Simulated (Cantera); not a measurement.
Feed: 1 mol TEOS, 0.11 mol NO, 31 mol N₂, held at 2.50 mbar.

Cantera equilibrium calculation (NASA polynomials, part measured and part estimated; ideal gas, pure solids and liquids). Candidate condensed phases: C, C₆H₆, C₇H₈, C₈H₁₈, H₂O, Si, SiC, SiO₂, Si₂N₂O, Si₃N₄; 151 gas species. The feed counts by its element totals alone. Mutual solubility and eutectic melting of coexisting phases are not modelled. Rates play no part.

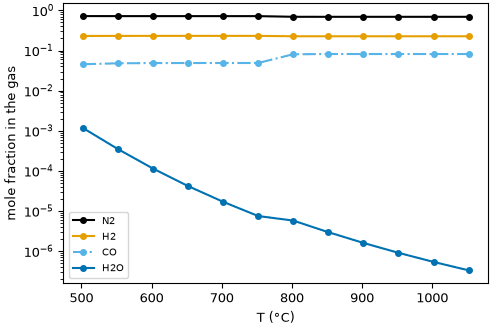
Equilibrium gas composition (values under 1e-9 drawn at 1e-9)

From 502 °C to 552 °C the condensed part is C(graphite) + SiO₂(α-quartz). From 602 °C to 752 °C the condensed part is C(graphite) + SiO₂(β-quartz). At 802 °C the condensed part is C(graphite) + SiO₂(β-quartz) + Si₂N₂O(s). From 852 °C to 1052 °C the condensed part is C(graphite) + Si₂N₂O(s).
